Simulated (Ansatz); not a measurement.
A substitution series on C: H to F

Gas-phase molecules. On one C centre that keeps SiH3, n of the H ligands are replaced by F. The dipole moment y in D at wB97M-V/def2-TZVPP. Shapes: PBE0-D4/def2-TZVP. Programs: Ansatz 0.2.0.

| molecule | n | y (D) |
| --- | --- | --- |
| SiH3(CH3) | 0 | 0.81 |
| CH5FSi | 1 | ? |
| CH4F2Si | 2 | 1.90 |
| SiH3(CF3) | 3 | 2.20 |

Problem. Fit y = c + s·n to the known rows and predict CH5FSi.

Solution. 
1. Means of the 3 rows: n = 1.66667, y = 1.637.
2. Σ(Δn)² = 4.6667, Σ(Δn·Δy) = 2.2167, so the slope is 2.2167/4.6667 = 0.475.
3. Intercept: 1.637 − (0.475) × 1.66667 = 0.845. The largest residual of the fit is 0.10.
4. CH5FSi: 0.845 + (0.475) × 1 = 1.32 D.

The run gave 1.57 D, so the prediction is off by -0.25 D, more than the largest residual. The steps per swap are uneven (+0.76, +0.33, +0.30), so a line is a poor model. Dipoles add as vectors. Other levels give for CH5FSi: PBE-D4/def2-TZVPP 1.44; r2SCAN-D4/def2-TZVPP 1.51 D.

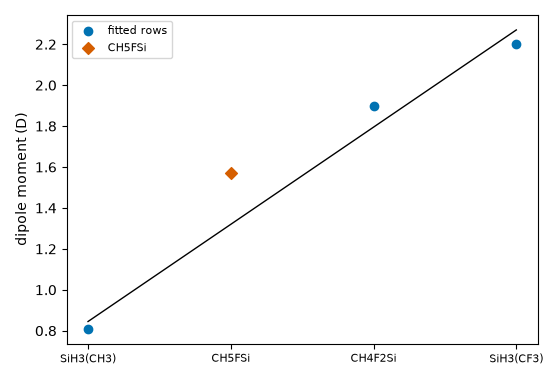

The fitted line, with the withheld member.
